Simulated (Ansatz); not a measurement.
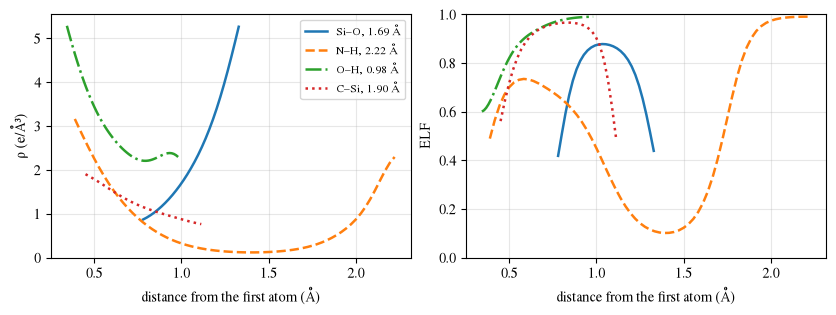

CH6OSi···NH3. Total electron density and electron localisation function along straight lines between neighbouring atoms. The curves leave out the atomic cores.

These are results of RKS BLYP/def2-SVP in Ansatz 0.2.0, not measurements.

| atom | x (Å) | y (Å) | z (Å) |
| --- | --- | --- | --- |
| Si | 1.0769 | 0.7345 | -0.6027 |
| N | -2.8212 | -0.0100 | 1.3098 |
| H | 2.2391 | 1.6672 | -0.4583 |
| H | 0.2542 | 1.1468 | -1.7996 |
| O | 0.1883 | 0.8984 | 0.8215 |
| H | -2.1788 | -0.7901 | 1.4955 |
| C | 1.7094 | -1.0295 | -0.8878 |
| H | -2.7761 | 0.2283 | 0.3114 |
| H | -2.5089 | 0.8042 | 1.8532 |
| H | -0.7271 | 0.5460 | 0.8174 |
| H | 2.3282 | -1.3756 | -0.0342 |
| H | 2.3382 | -1.0679 | -1.8032 |
| H | 0.8774 | -1.7520 | -1.0231 |

What can be read from the curves?

Answer. Si–O (1.69 Å): ρ at the midpoint is about 1 e/Å³; the ELF peaks at about 0.90 between the atoms: a shared but strongly polarised pair.
N2···H10 (2.22 Å): the density falls to about 0.12 e/Å³ on the way; the ELF dips to about 0.10 between them (a closed-shell contact with the geometry of a hydrogen bond).
O–H (0.98 Å): ρ at the midpoint is about 3.5 e/Å³; the ELF climbs to about 1 towards the hydrogen, as it does in any bond to H (an ordinary covalent bond to hydrogen).
C–Si (1.90 Å): ρ at the midpoint is about 0.94 e/Å³; the ELF peaks at about 0.95 between the atoms; a covalent bond.
